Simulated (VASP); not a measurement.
Band structure of CdI₂ (1T layered). Calculation: PBE GGA with spin-orbit coupling, VASP's PBE PAW potentials (set 64) (plane waves; VASP 6.6.1).

Without a dispersion term in the relaxation, distances and binding between the weakly bound layers, chains or molecules are unreliable, and so is what depends on them.

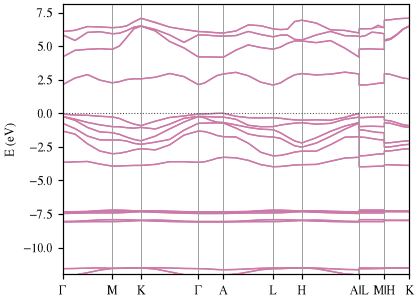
*Bands along high-symmetry lines, zero at the valence-band maximum or, without a gap, the Fermi level*

Task: Read the plot: is there a gap, and where are the band edges?

Result: The gap is indirect, 2.10 eV, from the valence maximum at A to the conduction minimum at L.

The compound is CdI2 in the 1T layered structure. It was relaxed first, which changed the volume by +13 %.
